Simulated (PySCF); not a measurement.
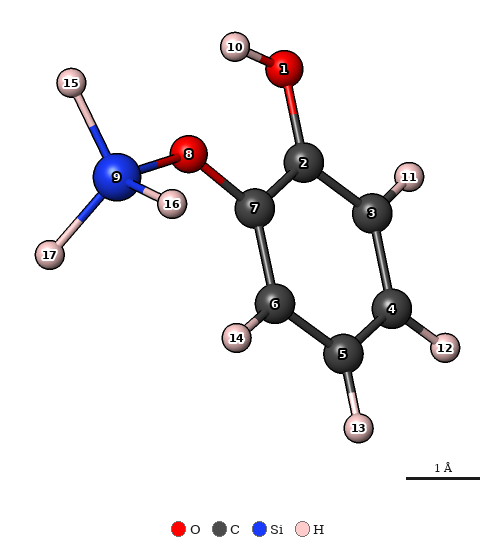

Figure 1. The structure (ball-and-stick view, seen at an oblique angle; atoms are numbered from 1 in the order of the input). Bond lengths as drawn: C–C 1.38 to 1.40 Å, C–H 1.08 Å, C–O 1.36 Å, H–O 0.97 Å, H–Si 1.45 to 1.46 Å and O–Si 1.63 Å.

Excited-state calculation, with input and output: C6H8O2Si

C6H8O2Si, SMILES Oc1ccccc1O[SiH3], computed with TDDFT B97-2/6-311G**, vertical, gas phase, core orbitals frozen in the response (PySCF 2.14.0).

The geometry comes from this level: GFN2-xTB. It belongs to a series of runs on one base structure; here: B97-2/6-311G**; 12 states; grid level 3.

Log
```
coarse grid: 15272 points
cycle   1  E = -673.2460913488  dE =  1.633e+00  |g| = 8.663e-01  |ddm| = 3.854e+00
cycle   2  E = -673.0981607805  dE =  1.479e-01  |g| = 1.254e+00  |ddm| = 2.094e+00
cycle   3  E = -673.3791795270  dE = -2.810e-01  |g| = 1.350e-01  |ddm| = 1.388e+00
cycle   4  E = -673.3827675194  dE = -3.588e-03  |g| = 4.710e-02  |ddm| = 1.379e-01
cycle   5  E = -673.3832629410  dE = -4.954e-04  |g| = 1.495e-02  |ddm| = 4.593e-02
cycle   6  E = -673.3833116806  dE = -4.874e-05  |g| = 6.129e-03  |ddm| = 1.757e-02
cycle   7  E = -673.3833218293  dE = -1.015e-05  |g| = 1.038e-03  |ddm| = 6.248e-03
cycle   8  E = -673.3833220709  dE = -2.415e-07  |g| = 3.968e-04  |ddm| = 1.087e-03
final grid: 210520 points
cycle   9  E = -673.3909750399  dE = -8.493e-05  |g| = 4.197e-03  |ddm| = 4.046e-02
cycle  10  E = -673.3909723748  dE =  2.665e-06  |g| = 5.022e-03  |ddm| = 6.977e-03
cycle  11  E = -673.3909767345  dE = -4.360e-06  |g| = 1.329e-03  |ddm| = 5.022e-03
cycle  12  E = -673.3909770914  dE = -3.568e-07  |g| = 3.844e-04  |ddm| = 1.330e-03
cycle  13  E = -673.3909771272  dE = -3.585e-08  |g| = 7.862e-05  |ddm| = 3.537e-04
cycle  14  E = -673.3909771286  dE = -1.350e-09  |g| = 2.758e-05  |ddm| = 8.292e-05
cycle  15  E = -673.3909771288  dE = -1.864e-10  |g| = 5.224e-06  |ddm| = 2.626e-05
```

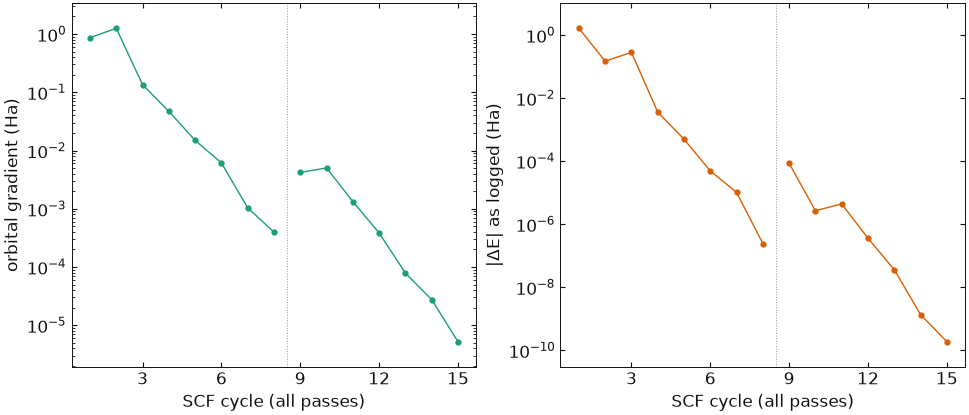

Figure 2. Convergence of the self-consistent field: orbital gradient and size of the energy change against the SCF cycle. The dotted line marks the change from a coarse to the final integration grid. The first 8 cycles use a coarse grid, the final grid takes over at cycle 9, and the field converges after 15 cycles in all.

```
converged SCF energy = -673.3909771288

Static polarisability (au): isotropic 90.281, principal 52.145 99.613 119.085

Singlet excitations
state   eV       nm        f      main configurations
  1   5.1005    243.1   0.00004   H->L 0.98
  2   5.1257    241.9   0.06129   H->L+1 0.80, H-1->L+2 0.20
  3   5.8510    211.9   0.06207   H->L+2 0.73, H-1->L+1 0.26
  4   5.9732    207.6   0.00047   H-1->L 0.98
  5   6.2623    198.0   0.00026   H->L+3 0.97
  6   6.7569    183.5   0.38333   H-1->L+1 0.47, H-1->L+2 0.20, H->L+2 0.12
  7   6.8584    180.8   0.50338   H-1->L+2 0.42, H-1->L+1 0.23, H->L+2 0.12
  8   6.8971    179.8   0.00101   H->L+4 0.95
  9   7.0266    176.4   0.00134   H-1->L+3 0.80, H->L+6 0.15
 10   7.1477    173.5   0.00522   H->L+6 0.59, H-1->L+3 0.16, H->L+7 0.15
 11   7.1515    173.4   0.06520   H->L+5 0.75, H-1->L+2 0.11
 12   7.1768    172.8   0.00476   H->L+7 0.78, H->L+6 0.17

Triplet excitations (Tamm-Dancoff, eV): 4.1349 4.2416 4.7448 5.0493 5.4300
```

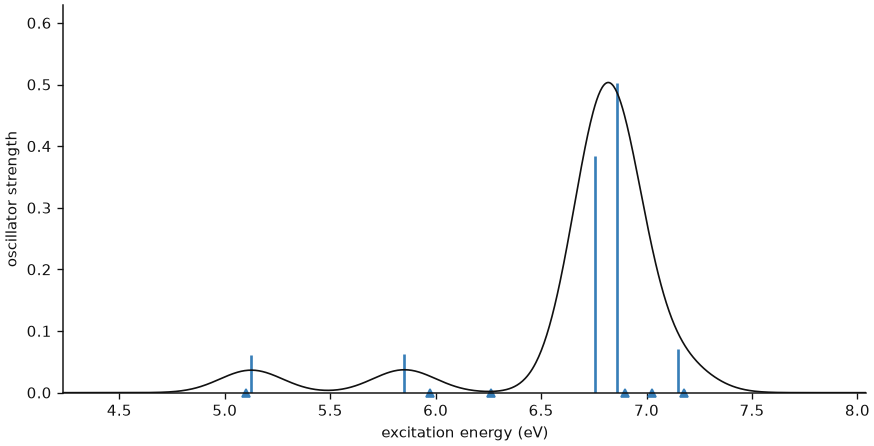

Figure 3. Computed excitations as sticks (degenerate states added up, dark ones marked on the axis), with a Gaussian envelope of 0.35 eV full width at half maximum, scaled to the tallest. Of the 12 states the lowest lies at 5.10 eV (f = 0.000); the strongest line is at 6.86 eV, or 181 nm (f = 0.503).

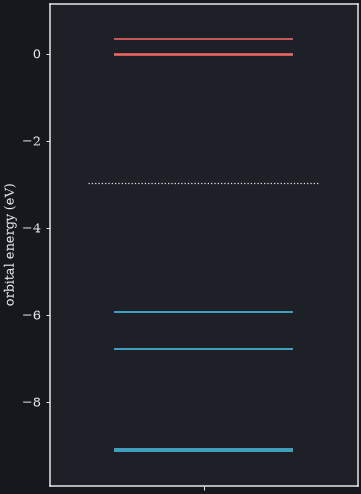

Figure 4. Orbital energies near the frontier; the dotted line parts filled from empty levels, and levels within 0.02 eV of each other stand side by side. Highest filled −5.94 eV, lowest empty −0.02 eV, 5.92 eV apart.

This output came from the following input.

The input
```
{"job": {"kind": "uv", "xc": "B97-2", "basis": "6-311G**", "nstates": 12, "ntriplets": 5, "tda": false, "grid": 3}, "charge": 0, "multiplicity": 1}
O     -0.095184     2.536017     0.068548
C     -0.609259     1.288181    -0.078273
C     -1.956756     1.115343    -0.354304
C     -2.476762    -0.158673    -0.501969
C     -1.656783    -1.265409    -0.376333
C     -0.308720    -1.103314    -0.101527
C      0.221163     0.164693     0.048432
O      1.532315     0.410635     0.319299
Si     2.817255    -0.563258     0.544586
H      0.850547     2.443790     0.256077
H     -2.578118     1.991277    -0.448839
H     -3.527089    -0.284290    -0.716018
H     -2.061173    -2.259437    -0.490906
H      0.344035    -1.956988    -0.000919
H      3.816591     0.467756     0.779581
H      3.075687    -1.368217    -0.649550
H      2.605253    -1.446078     1.692207
```

The first line tells a small driver script what to run in PySCF; the rest is the geometry in Å.

Launch command:
```bash
OMP_NUM_THREADS=1 python <driver script> task.json out
```

Results in brief

| quantity | value |
| --- | --- |
| outcome | converged |
| total energy | −673.390977 hartree |
| HOMO | −5.94 eV |
| LUMO | −0.02 eV |
| dipole moment | 2.09 D |
| mean polarisability | 90.28 a.u. |
| lowest singlet excitation | 5.10 eV |
| hardware | 1 CPU thread, shared host |
| wall time | 50 s |
| peak memory | 0.95 GiB |

Settings chosen away from the usual ones: B97-2/6-311G**; 12 states; grid level 3.
